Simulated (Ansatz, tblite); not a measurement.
**Cyclo-(Cl2SnO)3 (Sn₃Cl₆O₃): rung by rung**

Aim: run the singlet of cyclo-(Cl2SnO)3 (Sn₃Cl₆O₃) at one geometry on many levels, and compare frontier levels, spin and run time.

Computed with Ansatz 0.2.0, Gaussian basis. Level: as each input shows.

Plan: GFN1-xTB, GFN2-xTB, PBE-D4/def2-TZVP, r2SCAN-D4/def2-TZVP, PBE-D4/def2-SVP, PBE0-D4/def2-SVP, MP2/def2-SVP, RPA/def2-SVP.

4 further runs of the same task are left out: 2 that didn't finish, 2 set aside as unsound or not needed. Runs told in other sessions of the task aren't counted.

**1. The geometry**

The singlet was relaxed beforehand with PBE-D4/def2-SVP.

12 atoms, charge 0, spin multiplicity 1.

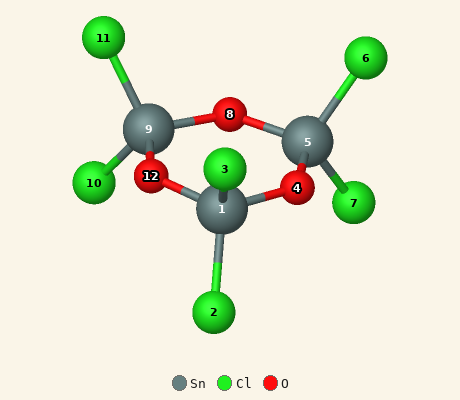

The geometry (tin teal, chlorine green, oxygen red); atoms are numbered from 1 in the order of the file.

Sn takes a core potential in the def2 sets. No spin-orbit coupling is included.

PBE0-D4/def2-TZVP was run before; its log isn't repeated, and its numbers join the tables.

**2. GFN1-xTB**

Tight binding, by tblite at 300 K electronic temperature and without a spin-polarisation term:

```python
tblite.interface.Calculator('GFN1-xTB', numbers, positions, charge=0, uhf=0).singlepoint()
```

Energy -1286.2480 eV, HOMO -12.92 eV, LUMO -10.46 eV; 0.018 s.

**3. GFN2-xTB**

Tight binding, by tblite at 300 K electronic temperature and without a spin-polarisation term:

```python
tblite.interface.Calculator('GFN2-xTB', numbers, positions, charge=0, uhf=0).singlepoint()
```

Energy -1253.5234 eV, HOMO -12.86 eV, LUMO -10.89 eV; 0.026 s.

**4. PBE-D4/def2-TZVP**

start.molden holds the orbitals of an earlier run on this state, given as this run's starting guess.

Contents of in.yaml:

```yaml
crystal:
  periodic: [false, false, false]
  atoms:
    - {symbol: Sn, position_ang: [-0.610162, -0.614887, -1.876683]}
    - {symbol: Cl, position_ang: [-2.066885, -2.403960, -2.253257]}
    - {symbol: Cl, position_ang: [0.042633, 0.358835, -3.898643]}
    - {symbol: O, position_ang: [-1.556088, 0.757296, -0.789620]}
    - {symbol: Sn, position_ang: [-1.085628, 1.431292, 1.022510]}
    - {symbol: Cl, position_ang: [-0.735282, 3.738337, 0.889499]}
    - {symbol: Cl, position_ang: [-2.847270, 0.946182, 2.480484]}
    - {symbol: O, position_ang: [0.571130, 0.578195, 1.720289]}
    - {symbol: Sn, position_ang: [1.701598, -0.809001, 0.850087]}
    - {symbol: Cl, position_ang: [1.705693, -2.721119, 2.194881]}
    - {symbol: Cl, position_ang: [3.866980, 0.037779, 0.611959]}
    - {symbol: O, position_ang: [1.013292, -1.298938, -0.951506]}
basis:
  gaussian: {orbitals: def2-TZVP, initial_orbitals: start.molden}
hamiltonian: {xc: pbe, dispersion: d4}
scf: {omitted_lower_state_checks: [starts]}
output: {forces: true, orbitals: {seedname: orbitals}}
```

Launch:

```sh
> ansatz run in.yaml --threads 4 --pin off --events-out ev --progress --plain --max-ram 6963MiB
```

Further steps of the session: r2SCAN-D4/def2-TZVP; PBE-D4/def2-SVP; PBE0-D4/def2-SVP; MP2/def2-SVP; RPA/def2-SVP.

**Question.** What will the summary of the whole plan be? Wanted: gap in def2-TZVP, named functionals, smallest and largest; correlation energy, MP2/def2-SVP; binding an atom, functionals in def2-TZVP; PBE0 total energy, smallest basis above largest.

The runs gave:

| quantity | value |
| --- | --- |
| gap in def2-TZVP, named functionals, smallest and largest | 3.18 eV (PBE-D4), 5.54 eV (PBE0-D4) |
| correlation energy, MP2/def2-SVP | -45.07 eV |
| binding an atom, functionals in def2-TZVP | 3.26 (PBE0-D4) to 3.42 eV (PBE-D4) |
| PBE0 total energy, smallest basis above largest | 34.79 eV (def2-SVP, def2-TZVP) |

In words: Orbital gaps of the named functionals in def2-TZVP span 3.18 eV (PBE-D4) to 5.54 eV (PBE0-D4); exact exchange widens it.
